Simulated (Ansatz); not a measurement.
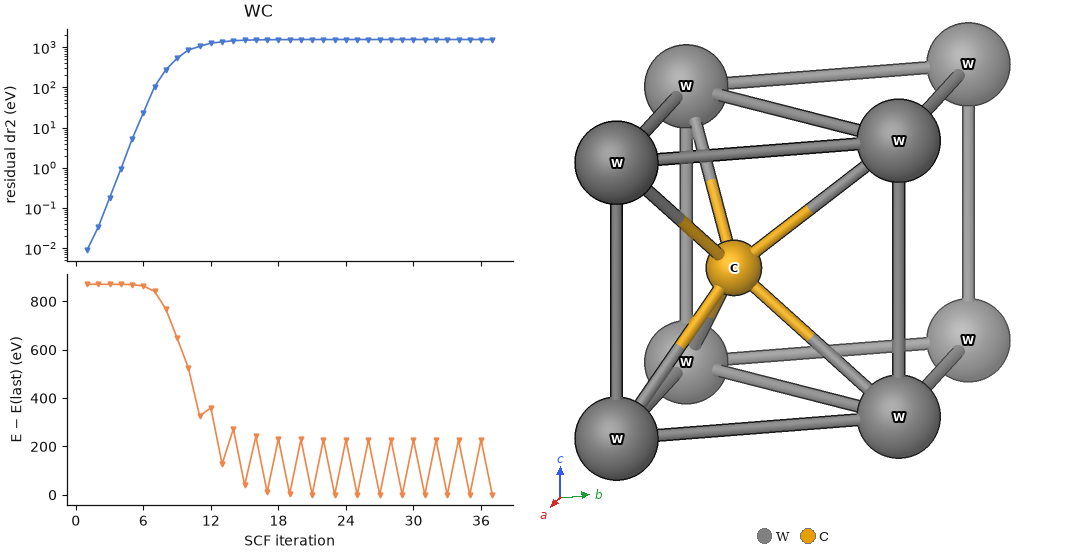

Beside the plot: the structure in its conventional cell.

The plot shows the SCF iterations of a calculation: density residual dr2, Harris–Foulkes energy less its last value. The starting density is a sum of atomic densities corrected by a trained network.

WC (2 atoms in the cell), run with Ansatz.

```
crystal:
  lattice:
    - [2.9120947899, 0.0, 0.0]
    - [-1.4560473949, 2.5219480663, 0.0]
    - [0.0, 0.0, 2.8361999521]
  atoms:
    - { symbol: W, position: [0.0, 0.0, 0.0] }
    - { symbol: C, position: [0.6666666667, 0.3333333333, 0.5] }
basis:
  ecutwfc: 500
kpoints:
  mp_grid: { grid: [18, 18, 14] }
hamiltonian:
  xc: r2scan
scf:
  occupations: { method: gaussian, width: 0.1 }
  mixing: { algorithm: anderson, beta: 1.0, ndim: 1, preconditioner: none }
  max_iter: 75
output:
  forces: true
  eigenvalues: true
  stress: true
```

Launched with:
```bash
ansatz run input.yaml --threads 2 --pin off --max-ram 5120MiB --backend cpu --events-out ev --progress --plain --runs-dir out
```

Did the calculation converge?

It was still iterating, at step 37, when the time limit ended it. The residual first climbs from 9 × 10⁻³. In the end the energy jumps back and forth between two values on alternate steps while the residual stays near 1.6 × 10³, so the iteration is locked in a two-step cycle.

Why did it fail, and what helps?

The input holds a fault, mixing far too strong: scf.mixing set to {"algorithm": "anderson", "beta": 1.0, "ndim": 1, "preconditioner": "none"}. The plot doesn't show it to be the cause; the time allowed was short.
